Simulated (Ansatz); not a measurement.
# Two runs on CH₇NO₂Si

System: CH₇NO₂Si, SMILES N[SiH2]C(O)O.
Method of the first run: RKS SPW92 (LDA)/def2-TZVPP (Ansatz 0.2.0).

The geometry comes from this level: PBE0-D4/def2-TZVP. Text and figures count atoms from 1; the logs count them from 0 in places.

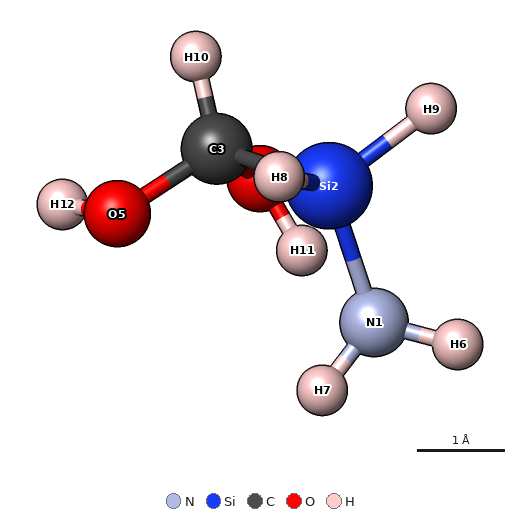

Fig. 1: The structure (ball-and-stick view, seen at a tilt; atoms are numbered from 1 in the order of the input). Bond lengths as drawn: C–H 1.10 Å, C–O 1.40 to 1.41 Å, C–Si 1.90 Å, H–N 1.01 Å, H–O 0.96 to 0.97 Å, H–Si 1.49 Å and N–Si 1.73 Å.

## Input file, the first run
```yaml
crystal:
  periodic: [false, false, false]
  atoms:
    - {symbol: N, position_ang: [-1.392725, -0.672937, -0.709366]}
    - {symbol: Si, position_ang: [-0.585995, -0.446749, 0.804343]}
    - {symbol: C, position_ang: [1.042954, 0.398268, 0.297352]}
    - {symbol: O, position_ang: [1.580140, -0.272183, -0.811691]}
    - {symbol: O, position_ang: [0.704515, 1.735863, -0.008582]}
    - {symbol: H, position_ang: [-1.942174, -1.504386, -0.855079]}
    - {symbol: H, position_ang: [-1.830876, 0.122683, -1.148295]}
    - {symbol: H, position_ang: [-1.322429, 0.374822, 1.803247]}
    - {symbol: H, position_ang: [-0.323010, -1.800187, 1.356882]}
    - {symbol: H, position_ang: [1.825056, 0.364308, 1.065515]}
    - {symbol: H, position_ang: [0.834136, -0.512713, -1.380905]}
    - {symbol: H, position_ang: [1.487308, 2.158212, -0.379419]}
basis:
  gaussian: {orbitals: def2-TZVPP}
hamiltonian: {xc: lda}
output: {orbitals: {seedname: orbitals}}
```

Launched with:
```bash
ansatz run in.yaml --threads 4 --pin off --events-out ev --progress --plain --max-ram 10444MiB
```

Hardware: 4 threads of Arm Neoverse V2, 23 GiB of memory available, shared host.

## Output (the first run)
```
Functional definition: SPW92
  exchange = slater_x
  correlation = pw_c
1338 factors; their error is unknown
mean field evaluation 1: about -14516.3177 eV, gradient 9.6e1 eV
mean field evaluation 2: about -14459.7178 eV, gradient 1.8e2 eV
mean field evaluation 4: about -14532.8092 eV, gradient 1.1e1 eV
mean field evaluation 8: about -14533.0703 eV, gradient 1.1e-1 eV
mean field evaluation 16: about -14533.0404 eV, gradient 3.1e-4 eV
mean field -14533.04035488 eV, -534.0793821933 hartree, gradient 4.0e-5 eV, S^2 0.000000; 0 other end points of the search recorded, 0 dependent functions left out
reference -14533.04039417 eV, -534.0793836372 hartree; 25, 25 occupied and 239, 239 virtual orbitals, 1338 factors
Total energy: -14533.04039417 eV, -534.0793836372 hartree
```

For the second run the input was changed thus:
```diff
-hamiltonian: {xc: lda}
+hamiltonian: {xc: {name: BHLYP}, dispersion: d4}
```

What does this change do to the results?

The total energies belong to different models, so their difference says nothing on which is more stable or more accurate. The HOMO goes from −6.16 to −8.87 eV. The LUMO goes from −0.80 to 0.95 eV.

## Output (the second run)
```
Functional definition: BHLYP
  parameter a = 0.5
  exchange = (1 - a)*b88_x + a*exact_x
  correlation = lyp_c
1467 factors; their error is unknown
mean field evaluation 1: about -14604.8461 eV, gradient 6.8e1 eV
mean field evaluation 2: about -14603.3193 eV, gradient 7.3e1 eV
mean field evaluation 4: about -14612.8433 eV, gradient 1.6e0 eV
mean field evaluation 8: about -14612.9292 eV, gradient 6.2e-2 eV
mean field evaluation 16: about -14612.9292 eV, gradient 3.2e-5 eV
mean field -14612.92922026 eV, -537.0152438455 hartree, gradient 3.2e-5 eV, S^2 0.000000; 0 other end points of the search recorded, 0 dependent functions left out
reference -14612.92940467 eV, -537.0152506224 hartree; 25, 25 occupied and 239, 239 virtual orbitals, 1467 factors
Total energy: -14613.20519461 eV, -537.0253857158 hartree
```

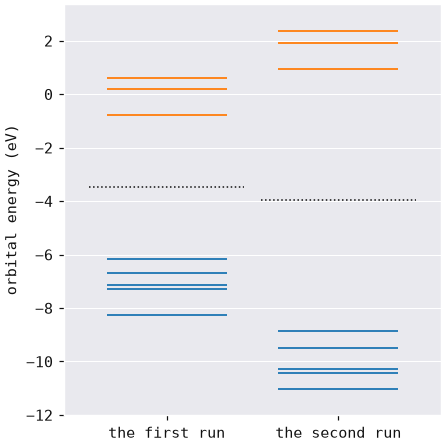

Fig. 2: The five highest filled and three lowest empty orbital energies of the two runs; the dotted lines part filled from empty levels. The HOMO–LUMO gap is 5.36 eV in the first run and 9.82 eV in the second run.

## The two runs side by side

| quantity | the first run | the second run |
| --- | --- | --- |
| outcome | converged | converged |
| total energy (hartree) | −534.079384 | −537.025386 |
| HOMO (eV) | −6.16 | −8.87 |
| LUMO (eV) | −0.80 | 0.95 |
| basis functions | 264 | 264 |
| wall time (shared host) | 1.2 s | 2.7 s |
